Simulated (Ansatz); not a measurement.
Species, as SMILES: F[C]Cl (closed-shell singlet).
Atoms: F1, C2, Cl3. Bonds: F1-C2, C2-Cl3.

Basis-set convergence of the optimised C2-Cl3 bond length at HF with Ansatz (a program for electronic structure). Cartesian d functions, on some or all atoms, in 6-311G**; all else is spherical. The program fits the integrals of some runs and decomposes those of others, by size. A restricted Hartree-Fock determinant is unstable towards unrestricted orbitals. No added dispersion term, no relativity. Reference: the value in def2-QZVPPD, 1.7318 Å, itself unsure by roughly 0.0006 Å (its mean distance from pcseg-3, def2-QZVPP, cc-pV(Q+d)Z). Deviations are taken from unrounded values.

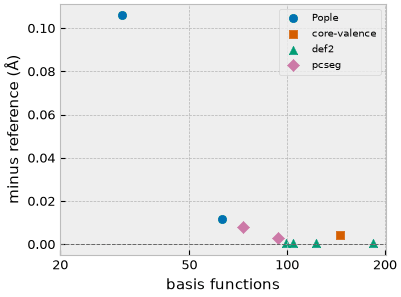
*Deviation from the reference against the number of basis functions, by family of sets.*

```csv
basis,functions,optimised C2-Cl3 bond length (Å),minus reference (Å)
6-31G,31,1.8379,0.1061
6-311G**,63,1.7434,0.0116
aug-pcseg-1,73,1.7399,0.0082
pcseg-2,94,1.7345,0.0027
def2-TZVP,99,1.7324,0.0006
def2-TZVPP,104,1.7325,0.0007
def2-TZVPD,123,1.7322,0.0004
cc-pCVTZ,145,1.7360,0.0042
def2-QZVPP,184,1.7323,0.0005
```
